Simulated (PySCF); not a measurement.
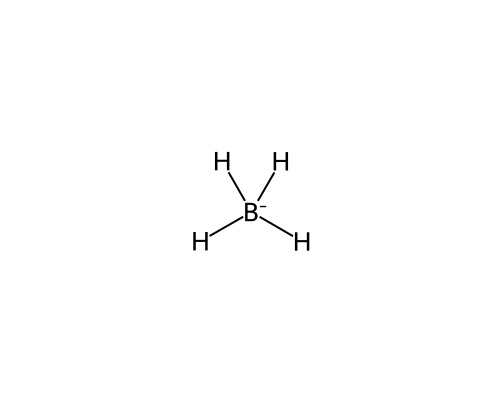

Structural formula above. Charge −1, singlet. Computed geometry: PBE0-D3(BJ)/def2-TZVP optimisation. No frequency run is at hand to confirm it as a minimum.

What does the molecule look like in three dimensions?

The species is BH₄⁻. Its SMILES string is `[BH4-]`. Among its groups: B–H bond. This geometry has Td symmetry. Coordination: 1 B tetrahedral.

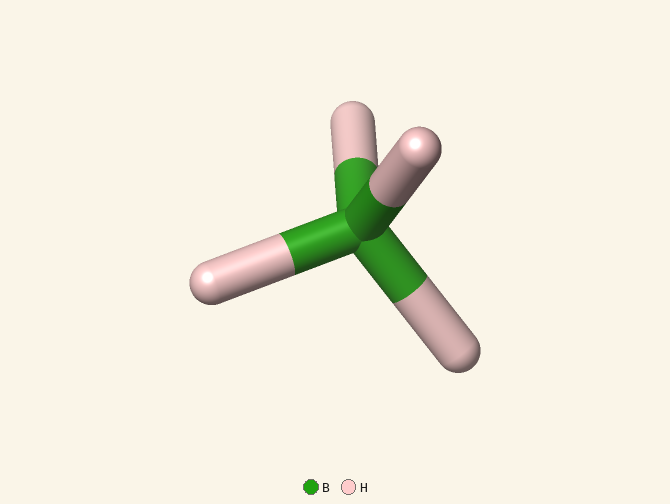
